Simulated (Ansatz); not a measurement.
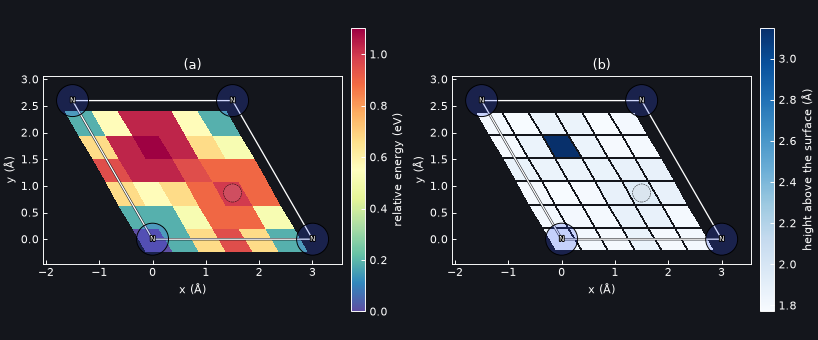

Si on a TiN(111) slab cut from the Fm-3m phase, its upper half relaxed before the scan (7 atoms of substrate and one adsorbate in a 1 × 1 cell). Si is moved over the surface cell; relaxed at each place: the height of the adsorbate's atoms; substrate rigid; the origin of the map has the adsorbate above N7. Places are given modulo a cell vector. The map is drawn in real space over the plane of the surface. The scan uses a 6 × 6 grid; 10 points were computed and 26 follow by symmetry. Energies are in eV, from the lowest grid point. The relaxed height changes by up to 1.3 Å between neighbouring points. With one adsorbate in each 1 × 1 cell, its nearest image is 3.0 Å away, so neighbouring adsorbates interact. Method: DFT PBE, scalar-relativistic, plane waves, PAW (Ansatz 0.2.0). Settings: cutoff 420 eV, k-mesh 9×9×1, gaussian smearing 0.1 eV, no spin polarisation.

Panel (a) is the energy and panel (b) the computed height above the surface on the same grid.

The picture shows one coloured cell a grid point, labelled circles for the atoms of the top layer and small ones for the second layer, the outline of one cell of the plane.

> How does the height above the surface vary over the map, and what is it at the lowest grid point?

It runs from 1.77 Å at (1/6, 2/6) of the cell vectors [nearest 1 N at 1.97 Å] to 3.15 Å at a threefold hollow over a third-layer N atom, (2/6, 4/6) of the cell vectors. At the lowest grid point, the top site over a surface N atom, (0/6, 0/6) of the cell vectors, it is 1.82 Å.

PAW datasets: the set soft_1.
